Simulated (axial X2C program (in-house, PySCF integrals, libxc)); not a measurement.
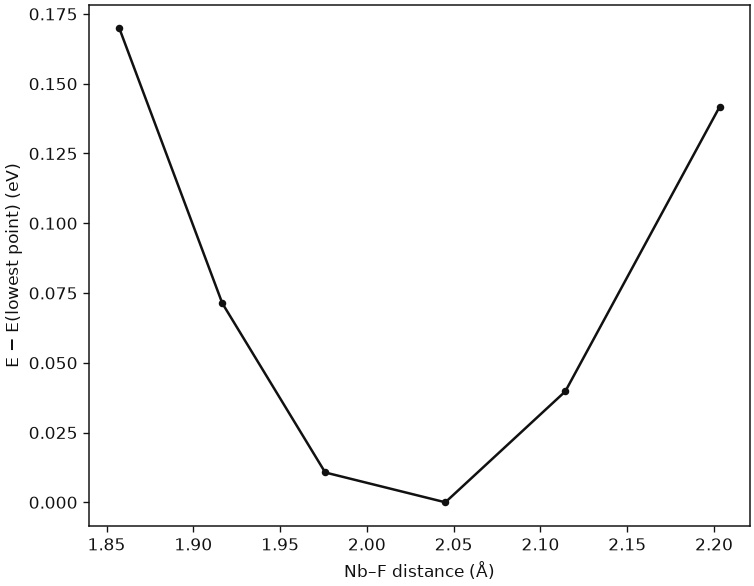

Energy at 6 bond lengths, for one set of occupations held fixed; the line joins the points. A polynomial of degree 4 through 6 points gives rₑ = 2.024 Å, ωₑ = 456.8 cm⁻¹, ωₑxₑ = 7.4 cm⁻¹ and Bₑ = 0.2608 cm⁻¹. The minimum lies 2.83 eV below Nb + F⁻, each computed as one determinant at the same level.

**NbF⁻: relativistic diatomic calculation**

NbF⁻, single determinant with Ω = 5/2. Computed at this level: HF, two-component X2C with atomic mean-field Coulomb and Gaunt terms, Nb dyall-acv3z, F dyall-av3z (cores contracted) (axial X2C program (in-house, PySCF integrals, libxc)).

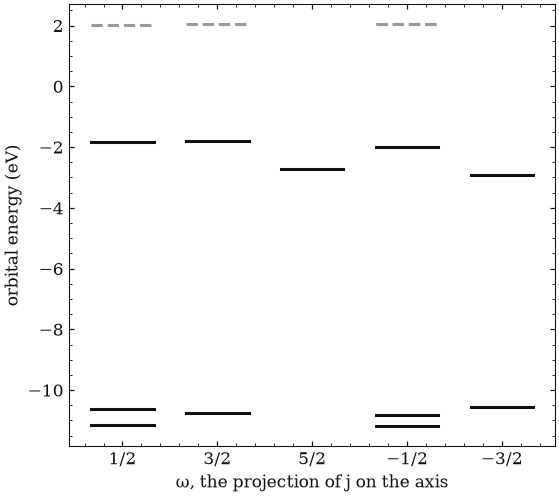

Orbital energies near the frontier at 1.98 Å, filled (solid) and empty (dashed). The highest filled spinor (3/2; 73 % Nb d, 21 % Nb p) lies at −1.78 eV, the lowest empty one (1/2; 100 % Nb p) at 2.03 eV.

Input and output of the run follow.

## Input file
```
{"zs": [41, 9], "q": -1, "bas": ["dyall-acv3z", "dyall-av3z"], "levels": ["PBE0", "HF", "BLYP"], "cc": true, "r0": 2.11, "thr": -1.0, "nmax": 90, "npts": 10, "nst": 2, "ntry": 6}
```

The line is the task of a batch: nuclear charges, charge, bases, the levels to run, a first guess of the distance and further settings. This report covers HF with spin-orbit coupling. The log is that of the reference distance 1.976 Å.

The run was one of a batch that the task file lists, launched with:
```bash
python <driver script> task.json out
```

## Output
```
two-component X2C + atomic mean field  HF
basis functions 217  fitting functions 1030  grid points 5077
iter        total energy     max residual
   1      -3915.398270040     3.61e-01
   2      -3915.427307475     1.09e-02
   3      -3915.430097511     4.33e-02
   4      -3915.431079923     9.40e-03
   5      -3915.431271493     3.41e-03
   6      -3915.431306830     2.24e-03
   7      -3915.431314050     3.22e-04
   8      -3915.431315253     2.03e-04
   9      -3915.431315494     1.35e-04
  10      -3915.431315594     3.95e-05
  11      -3915.431315700     1.06e-04
  12      -3915.431315826     1.39e-04
  13      -3915.431315936     9.12e-05
  14      -3915.431315997     1.91e-05
  15      -3915.431316023     2.30e-05
  16      -3915.431316039     3.04e-05
  17      -3915.431316054     1.92e-05
  18      -3915.431316067     1.33e-05
  19      -3915.431316075     1.41e-05
  20      -3915.431316080     1.19e-05
  21      -3915.431316084     6.12e-06
  22      -3915.431316087     4.14e-06
  23      -3915.431316088     3.61e-06
  24      -3915.431316089     1.96e-06
converged
one-electron -5614.06125539  Coulomb 1729.66955136  exact exchange -128.10830526  xc functional 0.00000000  nuclear repulsion 98.81902370  atomic mean-field constant -1.75033050
correlated 13  virtual 309  natural virtual 90  E(MP2) -0.363201942  MP2 remainder -0.017464166
iter   CCSD correlation   residual
   1     -0.340811879   1.28e-01
   2     -0.349185175   6.14e-02
   3     -0.352203379   3.00e-02
   4     -0.352140184   1.31e-02
   5     -0.352174474   6.83e-03
   6     -0.352240717   3.28e-03
   7     -0.352238942   1.76e-03
   8     -0.352249137   7.86e-04
   9     -0.352246998   3.56e-04
  10     -0.352244586   1.56e-04
  11     -0.352242703   8.14e-05
  12     -0.352242280   4.61e-05
  13     -0.352241712   2.68e-05
  14     -0.352241665   1.59e-05
  15     -0.352241708   8.89e-06
  16     -0.352241731   5.34e-06
  17     -0.352241743   3.01e-06
(T) -0.012540538514525221  T1 0.0336  D1 0.0822  max T2 0.106
```

## The points of the curve

```
R (Å)   E (hartree)  dipole (D; origin at the first atom, positive when the second is positive)  highest filled (eV)  lowest empty (eV)
1.857  −3915.425468                                                                        1.14                −0.42               2.00
1.917  −3915.429087                                                                        0.69                −0.88               2.02
1.976  −3915.431316                                                                        0.02                −1.78               2.03
2.045  −3915.431709                                                                       −0.58                −1.73               2.03
2.114  −3915.430249                                                                       −1.17                −1.68               2.03
2.203  −3915.426502                                                                       −1.89                −1.66               2.03
```

## Results in brief

```tsv
quantity	value
outcome	converged
bond length rₑ	2.024 Å
ωₑ	456.8 cm⁻¹
energy at the minimum	−3915.43183 hartree
depth below the fragments	2.83 eV
hardware	1 thread of Arm Neoverse V2, 24 GiB of memory available, shared host
wall time	9.6 s
peak memory	0.86 GiB
```

## Remarks

Hartree–Fock lacks correlation, so it usually binds too weakly. To bear in mind: 6 of the 10 points asked for were kept.
